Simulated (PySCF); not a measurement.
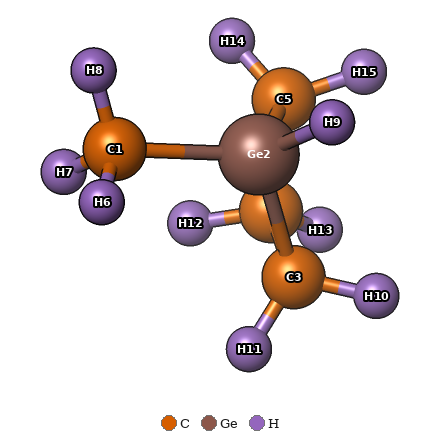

C₄H₁₀Ge, SMILES [CH3][GeH]1[CH2]C[CH2]1, singlet. Vertical core-electron binding energies by ΔSCF (SCAN, pcX-2 on the ionised atom, pcseg-1 elsewhere, spin-free X2C; PySCF 2.14.0, at a PBE0-D3(BJ)/def2-SVP geometry (no frequency check)), gas phase, against the vacuum level. One atom of each kind was ionised; within a panel, areas follow the number of like atoms, Gaussians of 1.0 eV full width. Only the regions named are shown. Lines closer than the width merge in the curve.

> Predict the C 1s photoelectron lines.

```
level   atoms  binding energy (eV)
 C 1s      C4                290.4
 C 1s      C1                290.1
 C 1s  C3, C5                289.7
```

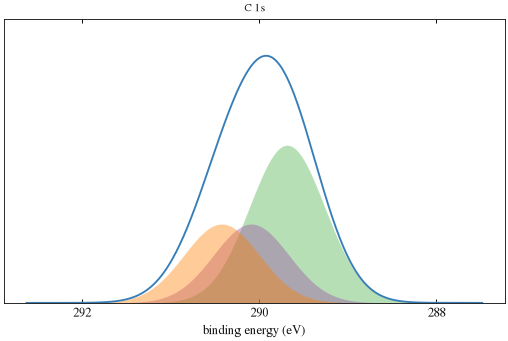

Note: one conformer of a flexible molecule.
